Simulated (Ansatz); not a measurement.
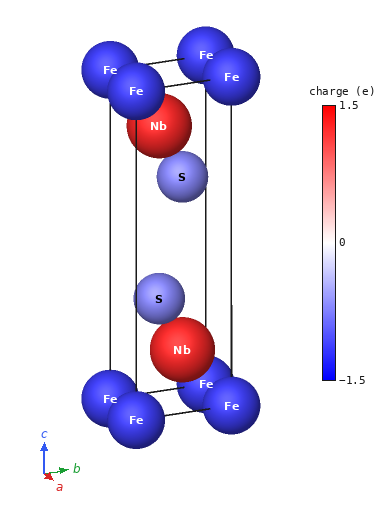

The image is a spheres-only drawing of a crystal, viewed slightly off an axis. The wireframe shows the simulation cell. The atoms of this Nb₂FeS₂ cell are coloured by their Bader charge.

Setup: DFT, PAW plane waves, PBE (Ansatz 0.2.0); an energy cutoff of 420 eV, k-point mesh 12×12×4, Fermi-Dirac smearing of 0.016 eV, no spin polarisation (a spin-restricted run, not always the ground state). The pressure of the cell is 29 GPa.

> Which element is the most positive, and which the most negative?

Most positive: Nb; most negative: Fe. Charges: about Nb +1.3 e; Fe -1.1 e; S -0.7 e.

The geometry is that of a generated cell, made by putting these elements into a known structure type (the compound may or may not exist in this form), without relaxation. A calculation with Ansatz used it as input.

At this level of theory the cell isn't at rest (compressed, at 29 GPa and forces up to 5.2 eV/Å), so its distances can differ from those at equilibrium, the more so the softer the solid.
